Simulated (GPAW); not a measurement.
# SiO2 (Stishovite, P4_2/mnm): the O K absorption edge

Aim: the near-edge shape at the O K edge of SiO2 (Stishovite, P4_2/mnm), and what the core hole does to it.

Main program and level: GPAW 26.7.0; X-ray absorption from dipole matrix elements to empty bands, plane-wave PAW PBE.

### 1. The structure

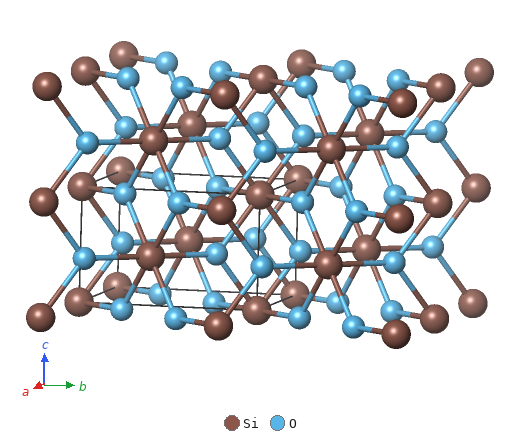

Start, viewed slightly off an axis; silicon brown, oxygen blue. 2×2×2 cells are drawn. Some periodic images of atoms are drawn too.

Coordinates:

```cif
data_structure
_symmetry_space_group_name_H-M 'P 1'
_symmetry_Int_Tables_number 1
_cell_length_a 4.1773
_cell_length_b 4.1773
_cell_length_c 2.6652
_cell_angle_alpha 90.000
_cell_angle_beta 90.000
_cell_angle_gamma 90.000
_cell_volume 46.51
loop_
_atom_site_label
_atom_site_type_symbol
_atom_site_fract_x
_atom_site_fract_y
_atom_site_fract_z
_atom_site_occupancy
Si1 Si 0.50000 0.50000 0.50000 1
Si2 Si 0.00000 0.00000 0.00000 1
O3 O 0.80590 0.19410 0.50000 1
O4 O 0.69410 0.69410 0.00000 1
O5 O 0.19410 0.80590 0.50000 1
O6 O 0.30590 0.30590 0.00000 1
```

### 2. The field without a hole

A plain self-consistent run shows whether there is a gap, which decides the set-up of the core-hole run.

File scf.py:

```python
import numpy as np
from ase import Atoms
from ase.parallel import parprint, paropen
from gpaw import GPAW, PW, FermiDirac, Mixer, MixerDif, setup_paths
from gpaw.test import gen
setup_paths.insert(0, '.')
gen('O', name='nch1s', xcname='PBE', corehole=(1, 0, 0), write_xml=True)
from gpaw.mpi import world
world.barrier()

atoms = Atoms('Si2O4',
    cell=[[4.1773, 0, 0],
     [0, 4.1773, 0],
     [0, 0, 2.6652]],
    scaled_positions=[[0.5, 0.5, 0.5],
     [0, 0, 0],
     [0.8059, 0.1941, 0.5],
     [0.6941, 0.6941, 0],
     [0.1941, 0.8059, 0.5],
     [0.3059, 0.3059, 0]],
    pbc=True)
atoms.calc = calc = GPAW(legacy_gpaw=True, mode=PW(500), xc='PBE', setups={2: 'nch1s'},
    kpts={'size': (6, 6, 9), 'gamma': True}, occupations=FermiDirac(0.05),
    charge=0, mixer=Mixer(0.1, 5, 50), maxiter=150,
    convergence={'density': 0.0001}, txt='scf.txt')
energy = atoms.get_potential_energy() + calc.get_reference_energy()
ef = calc.get_fermi_level()
out = dict(energy=energy, fermi=ef, forces=atoms.get_forces().tolist())
parprint(f'all-electron energy {energy:.4f} eV, Fermi level {ef:.4f} eV')
ev = np.array([[calc.get_eigenvalues(k, s) for k in range(len(calc.get_ibz_k_points()))] for s in range(calc.get_number_of_spins())])
out['homo'], out['lumo'], out['counts'] = ev[ev < ef].max(), ev[ev > ef].min(), sorted(set((ev < ef).sum((0, 2)).tolist()))
out['filled'] = (ev[:, 0] < ef).sum(1).tolist()
import json
with paropen('out.json', 'w') as f:
    json.dump(out, f)
```

Started as:

```sh
> OMP_NUM_THREADS=1 mpirun -n 2 gpaw python scf.py
```

Numbers of over 12 decimals in the logs are rounded to 6 here.

What it wrote:

```text
Input parameters:
  convergence: {density: 0.0001}
  kpts: {gamma: True,
         size: (6, 6, 9)}
  maxiter: 150
  mixer: {backend: pulay,
          beta: 0.1,
          method: separate,
          nmaxold: 5,
          weight: 50}
  mode: {ecut: 500.0,
         name: pw}
  occupations: {fixmagmom: False,
                name: fermi-dirac,
                width: 0.05}
  setups: {2: nch1s}
  xc: PBE

Initialize ...

[... PAW data sets ...]

Reference energy: -23936.097819  # eV

Spin-paired calculation

[... convergence settings ...]
Symmetries present (total): 4
  [... symmetry matrices ...]

324 k-points: 6 x 6 x 9 Monkhorst-Pack grid + [1/12,1/12,0.000000]
65 k-points in the irreducible part of the Brillouin zone
       k-points in crystal coordinates                weights
   0:     0.00000000    0.00000000    0.00000000          1/324
   1:     0.00000000    0.00000000    0.11111111          2/324
   2:     0.00000000    0.00000000    0.22222222          2/324
   3:     0.00000000    0.00000000    0.33333333          2/324
   4:     0.00000000    0.00000000    0.44444444          2/324
   5:     0.16666667   -0.16666667    0.00000000          2/324
   6:     0.16666667   -0.16666667    0.11111111          4/324
   7:     0.16666667   -0.16666667    0.22222222          4/324
   8:     0.16666667   -0.16666667    0.33333333          4/324
   9:     0.16666667   -0.16666667    0.44444444          4/324
          ...
  64:     0.50000000    0.50000000    0.44444444          2/324

Wave functions: Plane wave expansion
  Cutoff energy: 500.000 eV
  Number of coefficients (min, max): 1164, 1201
  Pulay-stress correction: 0.000000 eV/Ang^3 (de/decut=0.000000)
  Using FFTW library
  Wavefunction extrapolation:
    Improved wavefunction reuse through dual PAW basis

Occupation numbers: Fermi-Dirac:
  width: 0.0500  # eV

Eigensolver
   Davidson(niter=2)

Densities:
  Coarse grid: 24*24*14 grid
  Fine grid: 48*48*28 grid
  Total Charge: 0.000000

Density mixing:
  Method: separate
  Backend: pulay
  Linear mixing parameter: 0.1
  old densities: 5
  Width of damping distribution: 1.1
  Damping of long wavelength oscillations: 50

[... Hamiltonian set-up ...]
Number of atoms: 6
Number of atomic orbitals: 24
Number of bands in calculation: 24
Number of valence electrons: 32
Bands to converge: occupied

... initialized

Initializing position-dependent things.

Density initialized from atomic densities
Creating initial wave functions:
  24 bands from LCAO basis set

Positions:
   0 Si     2.088650    2.088650    1.332600    ( 0.0000,  0.0000,  0.0000)
   1 Si     0.000000    0.000000    0.000000    ( 0.0000,  0.0000,  0.0000)
   2 O      3.366486    0.810814    1.332600    ( 0.0000,  0.0000,  0.0000)
   3 O      2.899464    2.899464    0.000000    ( 0.0000,  0.0000,  0.0000)
   4 O      0.810814    3.366486    1.332600    ( 0.0000,  0.0000,  0.0000)
   5 O      1.277836    1.277836    0.000000    ( 0.0000,  0.0000,  0.0000)

Unit cell:
           periodic     x           y           z      points  spacing
  1. axis:    yes    4.177300    0.000000    0.000000    24     0.1741
  2. axis:    yes    0.000000    4.177300    0.000000    24     0.1741
  3. axis:    yes    0.000000    0.000000    2.665200    14     0.1904

  Lengths:   4.177300   4.177300   2.665200
  Angles:   90.000000  90.000000  90.000000

Effective grid spacing dv^(1/3) = 0.1793

iter:   1   -48.794821
iter:   2   -47.008354   -1.35  -0.78
iter:   3   -44.904778   -1.07  -0.88
iter:   4   -45.259223   -1.80  -1.28
iter:   5   -45.046367   -1.94  -1.52
iter:   6   -45.046373   -4.16  -2.64
iter:   7   -45.046317c  -4.60  -2.74
iter:   8   -45.046231c  -4.47  -2.91
iter:   9   -45.046080c  -5.44  -3.15
iter:  10   -45.046152c  -5.09  -3.44
iter:  11   -45.046066c  -5.40  -3.24
iter:  12   -45.046066c  -7.79c -4.46c

Converged after 12 iterations.

Dipole moment: (-0.000000, 0.000000, -0.000000) |e|*Ang

Energy contributions relative to reference atoms: (reference = -23936.097819)

Kinetic:        +42.586776
Potential:      -32.494505
External:        +0.000000
XC:             -55.155874
Entropy (-ST):   -0.000000
Local:           +0.017537
SIC:             +0.000000
--------------------------
Free energy:    -45.046066
Extrapolated:   -45.046066

Showing only first 2 kpts
 Kpt  Band  Eigenvalues  Occupancy
  0    14      7.88082    2.00000
  0    15      8.74498    2.00000
  0    16     14.38199    0.00000
  0    17     15.47919    0.00000

  1    14      7.76940    2.00000
  1    15      8.60745    2.00000
  1    16     14.98350    0.00000
  1    17     16.37229    0.00000

Fermi level: 10.15837

Gap: 5.637 eV
Transition (v -> c):
  (s=0, k=0, n=15, [0.00, 0.00, 0.00]) -> (s=0, k=0, n=16, [0.00, 0.00, 0.00])
No difference between direct/indirect transitions

Forces in eV/Ang:
  0 Si    0.00000   -0.00000    0.00000
  1 Si    0.00000   -0.00000    0.00000
  2 O    -0.14767    0.14767    0.00000
  3 O     0.14767    0.14767    0.00000
  4 O     0.14767   -0.14767    0.00000
  5 O    -0.14767   -0.14767    0.00000
Scalar-relativistic atomic PBE calculation for O (Oxygen, Z=8)
Core hole in 1s state (1s occupation: 2.0)
300 radial gridpoints.
|------------------------------------------------|
|------------------------------------------------|
[... the atom generator's iteration count ...]

Energy contributions:
-------------------------
Kinetic:      +74.889487
XC:            -8.275248
Potential:   -141.614183
-------------------------
Total:        -74.999944

state      eigenvalue         ekin         rmax
-----------------------------------------------
1s^2.0 :   -18.913699    29.145489        0.129
2s^2.0 :    -0.880545     3.220963        0.871
2p^4.0 :    -0.331818     2.539146        0.819
-----------------------------------------------
(units: Bohr and Hartree)

Generating PAW setup
Kinetic energy of the core from tauc = 58.337696
Cutoffs:
rc(s)=1.300
rc(p)=1.130
rc(d)=1.170
rc(vbar)=1.300
rc(comp)=1.260
rc(nct)=1.300

Kinetic energy of the core states: 58.290978
Charge: 0.0
Core electrons: 2.0
Valence electrons: 6.0
Pseudo-core charge: 0.000736
Shape function alpha=6.299
Pseudo-electron charge 5.680117
state    eigenvalue         norm
--------------------------------
2s(2) :    -0.880545     1.081993
*s    :     0.119455
2p(4) :    -0.331818     0.878848
*p    :     0.668182
*d    :     0.000000
--------------------------------

Diagonalizing with gridspacing h=0.050

state   all-electron     PAW
-------------------------------
2s:      -0.880545    -0.881653
2p:      -0.331818    -0.335594
*d:                    0.049820
*f:                    0.077145
-------------------------------
all-electron energy -23981.1439 eV, Fermi level 10.1584 eV
```

Elapsed: 33 s, on 2 MPI ranks of Arm Neoverse N1, shared host; peak memory 0.2 GiB.

The mesh shows a gap of 5.64 eV, so the hole is first treated in a charged cell, without the excited electron.

### 3. Spectrum without a core hole, O atom 3

Without a hole the spectrum is the empty density of states of the right symmetry on the absorber, weighted by matrix elements. It needs only the small cell and serves as the baseline. The data set with a hole of occupation 0 only carries the core orbital.

The absorber has 2 Si at 1.76 Å and 1 Si at 1.81 Å (distorted trigonal planar, site symmetry m2m).

File xas.py:

```python
import numpy as np
from ase import Atoms
from ase.parallel import parprint, paropen
from gpaw import GPAW, PW, FermiDirac, Mixer, MixerDif, setup_paths
from gpaw.test import gen
setup_paths.insert(0, '.')
gen('O', name='nch1s', xcname='PBE', corehole=(1, 0, 0), write_xml=True)
from gpaw.mpi import world
world.barrier()

atoms = Atoms('Si2O4',
    cell=[[4.1773, 0, 0],
     [0, 4.1773, 0],
     [0, 0, 2.6652]],
    scaled_positions=[[0.5, 0.5, 0.5],
     [0, 0, 0],
     [0.8059, 0.1941, 0.5],
     [0.6941, 0.6941, 0],
     [0.1941, 0.8059, 0.5],
     [0.3059, 0.3059, 0]],
    pbc=True)
atoms.calc = calc = GPAW(legacy_gpaw=True, mode=PW(500), xc='PBE', setups={2: 'nch1s'},
    kpts={'size': (6, 6, 9), 'gamma': True}, occupations=FermiDirac(0.02),
    charge=0, mixer=Mixer(0.1, 5, 50), maxiter=150,
    convergence={'density': 0.0001}, txt='scf.txt')
energy = atoms.get_potential_energy() + calc.get_reference_energy()
ef = calc.get_fermi_level()
out = dict(energy=energy, fermi=ef, forces=atoms.get_forces().tolist())
parprint(f'all-electron energy {energy:.4f} eV, Fermi level {ef:.4f} eV')
ev = np.array([[calc.get_eigenvalues(k, s) for k in range(len(calc.get_ibz_k_points()))] for s in range(calc.get_number_of_spins())])
out['homo'], out['lumo'], out['counts'] = ev[ev < ef].max(), ev[ev > ef].min(), sorted(set((ev < ef).sum((0, 2)).tolist()))
out['filled'] = (ev[:, 0] < ef).sum(1).tolist()

from ase.units import Ha
from gpaw.xas import dipole_matrix_elements
nb = int(calc.get_number_of_electrons() / 2) + 31
top = nb
nscf = calc.fixed_density(kpts={'size': (6, 6, 8), 'gamma': True},
    convergence={'eigenstates': 1.0}, txt='nscf.txt')
nscf.diagonalize_full_hamiltonian(nbands=nb)
cell = atoms.cell.array
ops = [cell.T @ U.T @ np.linalg.inv(cell.T) for U in nscf.wfs.kd.symmetry.op_scc]
filled = [16]  # bands filled in the ground state, by spin
E = np.arange(-25, 34, 0.1)
fwhm = np.interp(E, [4, 25], [0.9, 3.5])
Y, X, zero, highest = 0, 0, 1e9, 1e9
for spin in range(nscf.get_number_of_spins()):
    wfs = nscf.wfs
    A = dipole_matrix_elements(wfs.setups[2])
    eps = np.zeros((wfs.kd.nibzkpts, nb))
    d = np.zeros((3, A.shape[1], wfs.kd.nibzkpts, nb), complex)
    for kpt in wfs.kpt_u:
        if kpt.s == spin and 2 in kpt.P_ani:
            eps[kpt.k] = kpt.eps_n * Ha
            d[:, :, kpt.k] = (kpt.weight * wfs.nspins / 2) ** 0.5 * np.inner(A, kpt.P_ani[2])
    world.sum(eps)
    world.sum(d)
    T = np.einsum('amkn,bmkn->abkn', d, d.conj()).real
    T = sum(np.einsum('ai,ijkn,bj->abkn', R, T, R) for R in ops) / len(ops)
    empty = np.ones_like(eps, bool) & (np.arange(nb) >= filled[spin])
    zero, highest = min(zero, eps[empty].min()), min(highest, eps[:, top - 1].min())
    lines = [(eps, T, empty)] if spin == 0 else lines + [(eps, T, empty)]
for eps, T, empty in lines:
    f = np.einsum('aakn->akn', T).reshape(3, -1)
    x = eps.ravel() - zero
    w = np.interp(x, E, fwhm) / 2.35482
    g = np.exp(-0.5 * ((E[:, None] - x) / w) ** 2) / (w * (2 * np.pi) ** 0.5)
    Y = Y + (f * empty.ravel()) @ g.T
    X = X + (f * ~empty.ravel()) @ g.T
out.update(E=E.round(2).tolist(), xas=Y.tolist(), xes=X.tolist(), zero=zero, valid=highest - zero, nk=len(eps), nb=nb)
for i in range(0, len(E), 10):
    parprint(f'{E[i]:7.2f}', *(f'{v:10.3e}' for v in Y[:, i]))
import json
with paropen('out.json', 'w') as f:
    json.dump(out, f)
```

Started as:

```sh
> OMP_NUM_THREADS=1 mpirun -n 2 gpaw python xas.py
```

What it wrote:

```text
Input parameters:
  convergence: {density: 0.0001}
  kpts: {gamma: True,
         size: (6, 6, 9)}
  maxiter: 150
  mixer: {backend: pulay,
          beta: 0.1,
          method: separate,
          nmaxold: 5,
          weight: 50}
  mode: {ecut: 500.0,
         name: pw}
  occupations: {fixmagmom: False,
                name: fermi-dirac,
                width: 0.02}
  setups: {2: nch1s}
  xc: PBE

Initialize ...

[...]
*p    :     0.668182
*d    :     0.000000
--------------------------------

Diagonalizing with gridspacing h=0.050

state   all-electron     PAW
-------------------------------
2s:      -0.880545    -0.881653
2p:      -0.331818    -0.335594
*d:                    0.049820
*f:                    0.077145
-------------------------------
all-electron energy -23981.1439 eV, Fermi level 9.7584 eV
[...]
32.00  7.722e-06  7.722e-06  1.046e-05
  33.00  3.139e-06  3.139e-06  3.904e-06
[key lines of the parts left out:]
Converged after 12 iterations.
Dipole moment: (-0.000000, 0.000000, -0.000000) |e|*Ang
Free energy:    -45.046066
Fermi level: 9.75837
```

It took 4.7 min on 2 MPI ranks; peak memory 0.39 GiB.

The O K spectrum, O atom 3, no core hole (energy from the lowest empty level; intensity scaled to a mean of 1 over the first 20 eV; polarised curves are means over the symmetry-equivalent atoms):

```csv
E (eV),isotropic,ε ⊥ c,ε ∥ c
-2.0,0.00,0.00,0.00
-0.5,0.00,0.00,0.00
1.0,0.10,0.10,0.11
2.5,1.14,0.75,1.92
4.0,0.72,0.54,1.08
5.5,0.96,0.85,1.20
7.0,1.53,1.40,1.78
8.5,2.75,2.56,3.13
10.0,3.27,3.60,2.60
11.5,0.90,1.06,0.58
13.0,0.49,0.44,0.60
14.5,0.35,0.29,0.46
16.0,0.25,0.27,0.20
17.5,0.35,0.42,0.22
19.0,0.49,0.56,0.36
20.5,0.59,0.61,0.55
22.0,0.73,0.68,0.84
23.5,0.95,0.88,1.10
25.0,0.82,0.81,0.84
26.5,0.52,0.54,0.47
```

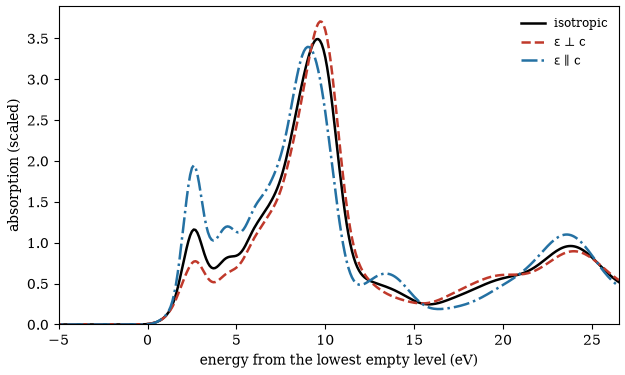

The O K edge, O atom 3, no core hole: main maxima at 2.6, 9.6 and 23.8 eV.

Main maxima below 24 eV (height): 2.6 eV (1.16), 9.6 eV (3.49) and 23.8 eV (0.96). A K edge sees empty p states on the absorber.

The same matrix elements for filled bands give the O K emission of O atom 3 (ground-state approximation; energy from the lowest empty level, largest value 1):

```csv
E (eV),emission
-24.0,0.00
-22.5,0.00
-21.0,0.00
-19.5,0.00
-18.0,0.00
-16.5,0.05
-15.0,0.20
-13.5,0.29
-12.0,0.45
-10.5,0.55
-9.0,0.89
-7.5,0.98
-6.0,0.17
-4.5,0.00
-3.0,0.00
-1.5,0.00
0.0,0.00
1.5,0.00
3.0,0.00
```

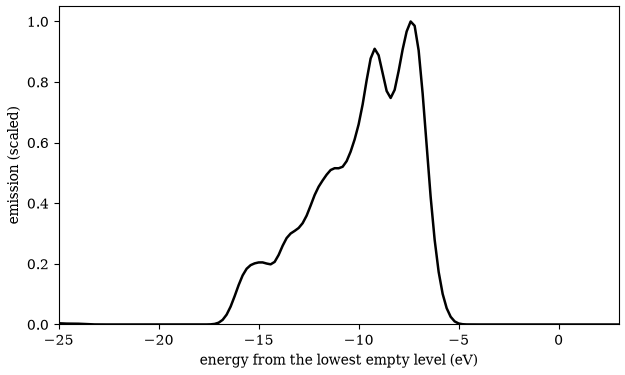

X-ray emission from the filled bands.

Emission maxima: -9.2 eV (0.91) and -7.4 eV (1.00).

### 4. Reference energy of the supercell

The photon energy needs a difference of total energies, so the cell and mesh of the coming hole run are first run without a hole.

Changes to scf.py since step 2:

```diff
@@ -10,15 +10,21 @@
 
-atoms = Atoms('Si2O4',
-    cell=[[4.1773, 0, 0],
-     [0, 4.1773, 0],
-     [0, 0, 2.6652]],
-    scaled_positions=[[0.5, 0.5, 0.5],
+atoms = Atoms('Si4O8',
+    cell=[[4.1773, 0, 2.6652],
+     [0, 4.1773, 2.6652],
+     [0, -4.1773, 2.6652]],
+    scaled_positions=[[0.5, 0.25, 0.75],
+     [0.5, 0.75, 0.25],
      [0, 0, 0],
-     [0.8059, 0.1941, 0.5],
-     [0.6941, 0.6941, 0],
-     [0.1941, 0.8059, 0.5],
-     [0.3059, 0.3059, 0]],
+     [0, 0.5, 0.5],
+     [0.8059, 0.9441, 0.75],
+     [0.8059, 0.4441, 0.25],
+     [0.6941, 0, 0.3059],
+     [0.6941, 0.5, 0.8059],
+     [0.1941, 0.5559, 0.75],
+     [0.1941, 0.0559, 0.25],
+     [0.3059, 0, 0.6941],
+     [0.3059, 0.5, 0.1941]],
     pbc=True)
-atoms.calc = calc = GPAW(legacy_gpaw=True, mode=PW(500), xc='PBE', setups={2: 'nch1s'},
-    kpts={'size': (6, 6, 9), 'gamma': True}, occupations=FermiDirac(0.05),
+atoms.calc = calc = GPAW(legacy_gpaw=True, mode=PW(500), xc='PBE', setups={4: 'nch1s'},
+    kpts={'size': (5, 5, 5), 'gamma': True}, occupations=FermiDirac(0.02),
     charge=0, mixer=Mixer(0.1, 5, 50), maxiter=150,
```

Started as:

```sh
> OMP_NUM_THREADS=1 mpirun -n 2 gpaw python scf.py
```

What it wrote:

```text
Input parameters:
  convergence: {density: 0.0001}
  kpts: {gamma: True,
         size: (5, 5, 5)}
  maxiter: 150
  mixer: {backend: pulay,
          beta: 0.1,
          method: separate,
          nmaxold: 5,
          weight: 50}
  mode: {ecut: 500.0,
         name: pw}
  occupations: {fixmagmom: False,
                name: fermi-dirac,
                width: 0.02}
  setups: {4: nch1s}
  xc: PBE

Initialize ...

[...]
--------------------------------
2s(2) :    -0.880545     1.081993
*s    :     0.119455
2p(4) :    -0.331818     0.878848
*p    :     0.668182
*d    :     0.000000
--------------------------------

Diagonalizing with gridspacing h=0.050

state   all-electron     PAW
-------------------------------
2s:      -0.880545    -0.881653
2p:      -0.331818    -0.335594
*d:                    0.049820
*f:                    0.077145
-------------------------------
all-electron energy -47962.2933 eV, Fermi level 9.7582 eV
[key lines of the parts left out:]
Converged after 16 iterations.
Dipole moment: (0.000000, 0.000000, 0.000000) |e|*Ang
Free energy:    -90.097787
Fermi level: 9.75817
```

Run time: 2.1 min. Hardware: 2 MPI ranks; peak memory 0.27 GiB; 4.2 min of CPU time.

Reference energy: -47962.293 eV with the cores included.

(Part 1 of 2 ends here.)

[Banner, clock and machine lines of the logs are left out without a mark of their own.]

[Logs are printed without paths, hosts, clocks, repeated set-up lines and the standing remarks that a program may print on its own settings, such as how far it seeks lower states.]

[Hosts, paths, dates, database ids (printed as entryN), source tags and the programs' standing remarks are cut or masked in the printed files.]

[Lists of maxima count a maximum above −3 eV only where it reaches 4 % of the highest in the window and stands out from its surroundings by 2 % of it (1.5 % where it reaches 55 %); shoulders and weaker maxima are passed over, and of the rest the first, up to two pre-edge ones and the few strongest are named.]
